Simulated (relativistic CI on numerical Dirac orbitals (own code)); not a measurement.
# Co XIII (Co¹²⁺): levels and lines

Aim: the low levels of Co¹²⁺, their labels and the strongest lines; further runs change one setting each.

Program: relativistic CI on numerical Dirac orbitals (own code) version 4. Level of theory: Dirac-Coulomb-Breit CI, KLI orbitals optimised for each configuration, model QED (radiative potential, 1s self-energy scaled to tabulated hydrogen-like ionisation energies). These are calculated values, not measurements, unless marked.

**1. The system**

* ion: Co¹²⁺ (Co XIII)
* nuclear charge: 27
* electrons: 15
* isotope: A = 59
* first configuration typed: [Ne] 3s2 3p3

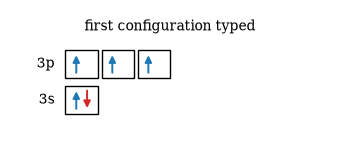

Occupation of the outer shells (arrows by Hund's rule).

**2. CI with the chosen configurations**

Input settings:

```ini
atom Co  Z=27  charge=12  electrons=15
nucleus A=59  rms_radius_fm=3.7875
hamiltonian dirac-coulomb  breit=on  qed=on  c_scale=1
orbitals kli  potential=per-configuration
slater_scale 1
correlation none
mixing on
configurations
  [Ne] 3s2 3p3
  [Ne] 3s 3p4
  [Ne] 3s2 3p2 3d
  [Ne] 3p5
  [Ne] 3s 3p3 3d
  [Ne] 3p4 3d
  [Ne] 3s 3p2 3d2
  [Ne] 3s2 3p2 4s
  [Ne] 3s2 3p 3d 4p
  [Ne] 3s2 3p2 4p
  [Ne] 3p4 4s
  [Ne] 3p4 4p
  [Ne] 3s 3p2 3d 4s
  [Ne] 3s2 3p2 4d
  [Ne] 3s 3p3 4s
  [Ne] 3s2 3p2 4f
  [Ne] 3s 3p3 4p
  [Ne] 3p3 3d 4p
  [Ne] 3s 3p3 4d
  [Ne] 3s2 3p2 5s
  [Ne] 3s 3p3 4f
  [Ne] 3s2 3p2 5p
  [Ne] 3s2 3p 4s 4p
  [Ne] 3s2 3p2 5d
  [Ne] 3s2 3p2 5f
  [Ne] 3s2 3p2 5g
  [Ne] 3s 3p2 4s2
  [Ne] 3s 3p3 5s
  [Ne] 3s2 3p2 6s
  [Ne] 3s2 3p 3d2
  [Ne] 3s2 3d3
  [Ne] 3s 3p 3d3
  [Ne] 3s2 3d2 4s
  [Ne] 3s2 3d2 4p
  [Ne] 3s2 3d2 4d
  [Ne] 3p3 3d2
  [Ne] 3p2 3d3
  [Ne] 3p2 3d2 4s
  [Ne] 3p2 3d2 4p
  [Ne] 3p2 3d2 4d
  [Ne] 3s2 3p 3d 4s
  [Ne] 3s 3p 3d2 4s
  [Ne] 3s2 3d 4s2
  [Ne] 3s2 3d 4s 4p
  [Ne] 3s2 3d 4s 4d
  [Ne] 3s 3p2 3d 4p
  [Ne] 3s 3p 3d2 4p
  [Ne] 3s 3p 3d 4s 4p
  [Ne] 3s 3p 3d 4p2
  [Ne] 3s 3p 3d 4p 4d
  [Ne] 3p3 3d 4s
  [Ne] 3p2 3d 4s2
  [Ne] 3p2 3d 4s 4p
  [Ne] 3p2 3d 4s 4d
  [Ne] 3s2 3p 4s2
  [Ne] 3s 3p 3d 4s2
  [Ne] 3s2 4s2 4p
  [Ne] 3s2 4s2 4d
  [Ne] 3s2 3p 4p2
  [Ne] 3s2 3d 4p2
  [Ne] 3s2 4s 4p2
  [Ne] 3s2 4p3
  [Ne] 3s2 4p2 4d
end
```

Command:

```bash
$ python run_levels.py task.json out
```

The settings of every run stand in task.json; they run in order.

**3. Slater integrals scaled by 0.9**

Changes to the settings of step 2:

```diff
@@ -4,3 +4,3 @@
 orbitals kli  potential=per-configuration
-slater_scale 1
+slater_scale 0.9
 correlation none
```

**4. Without the Breit term**

Changes to the settings of step 3:

```diff
@@ -2,5 +2,5 @@
 nucleus A=59  rms_radius_fm=3.7875
-hamiltonian dirac-coulomb  breit=on  qed=on  c_scale=1
+hamiltonian dirac-coulomb  breit=off  qed=on  c_scale=1
 orbitals kli  potential=per-configuration
-slater_scale 0.9
+slater_scale 1
 correlation none
```

**5. Without QED terms**

Changes to the settings of step 4:

```diff
@@ -2,3 +2,3 @@
 nucleus A=59  rms_radius_fm=3.7875
-hamiltonian dirac-coulomb  breit=off  qed=on  c_scale=1
+hamiltonian dirac-coulomb  breit=on  qed=off  c_scale=1
 orbitals kli  potential=per-configuration
```

(Steps that only read results are left out.)

**Question.** What will these runs give? Wanted: lowest level; first excitation; lowest level of the other parity; fastest E1 line; ionisation energy.

**Answer**, as computed:

| run | time | mean size of shift, levels followed (cm⁻¹) | lowest level | ionisation energy (eV) |
| --- | --- | --- | --- | --- |
| main run | 9.6 s | 0 | 3p3 4S°3/2 | 373.68 |
| Slater integrals scaled by 0.9 | 9.6 s | 4308 | 3p3 4S°3/2 | 373.24 |
| without the Breit term | 7.7 s | 267 | 3p3 4S°3/2 | 373.75 |
| without QED terms | 7.7 s | 341 | 3p3 4S°3/2 | 373.68 |

The semi-empirical ionisation energy (NIST) is 378.5 eV.

| quantity | value |
| --- | --- |
| lowest level | 3p3 4S°3/2 |
| first excitation | 3p3 2D°3/2, 46362 cm⁻¹ |
| lowest level of the other parity | 3s 3p4 4P5/2, 294622 cm⁻¹ |
| levels in the model | 7418 |
| fastest E1 line (by rate) to the lowest level among the lowest 400 of 7418 levels | 17.96 nm, from 3p2 3d 4P5/2 |
| ionisation energy | 373.68 eV |
| ionisation energy, semi-empirical (NIST) | 378.5 eV |

In words: The lowest level is 3p3 4S°3/2, 94 % pure in LS and 47 % in jj coupling; over the low levels the means are 84 and 61 %, so LS coupling describes them better. The ionisation energy from the two ground configurations alone is 1.3 % below the semi-empirical value. The largest mover is «Slater integrals scaled by 0.9» (4308 cm⁻¹ on average). Lifetimes count radiative decay inside the model alone.
